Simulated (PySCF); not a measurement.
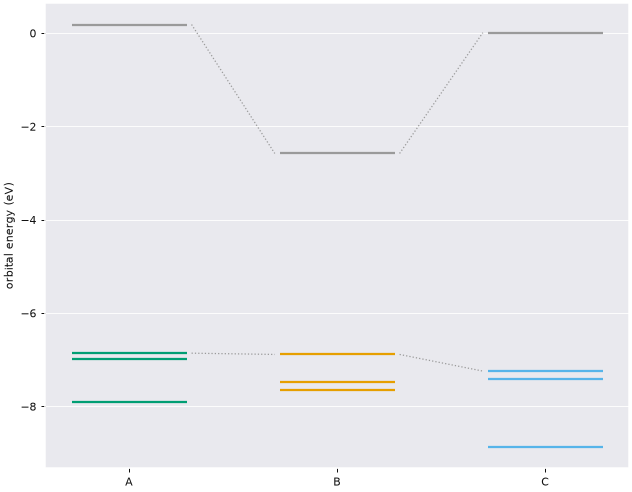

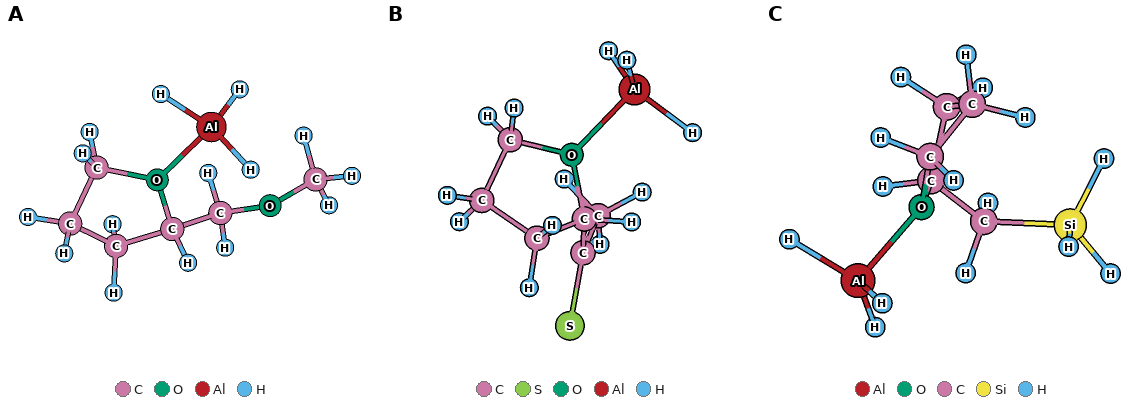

Related molecules: A is C₆H₁₅AlO₂, SMILES COC[C@@H]1CCC[O+]1[AlH3-], singlet; B is C₆H₁₃AlOS, SMILES CC(=S)[C@@H]1CCC[O+]1[AlH3-], singlet; C is C₅H₁₅AlOSi, SMILES [AlH3-][O+]1CCC[C@H]1C[SiH3], singlet. Frontier orbital energies, PBE0/def2-SVPD with PySCF, at a PBE0-D3(BJ)/def2-SVP geometry (no frequency check); drawn are at most three filled levels and, in grey, the LUMO with any level within 0.03 eV of it; dotted lines join the HOMOs and the LUMOs.

### What does the change do to the frontier levels?

From A to B the HOMO hardly moves and the LUMO falls by 2.76 eV, so the separation goes from 7.04 to 4.31 eV. From A to C the HOMO falls by 0.38 eV and the LUMO falls by 0.18 eV, so the separation goes from 7.04 to 7.25 eV.

### Does the ΔSCF ionisation energy follow the HOMO?

A: −ε(HOMO) 6.86, ΔSCF 8.81 eV; B: −ε(HOMO) 6.89, ΔSCF 8.70 eV; C: −ε(HOMO) 7.24, ΔSCF 9.36 eV.

Caveats, for all or some of the runs: empty levels above zero depend strongly on the basis; one conformer of a flexible molecule.
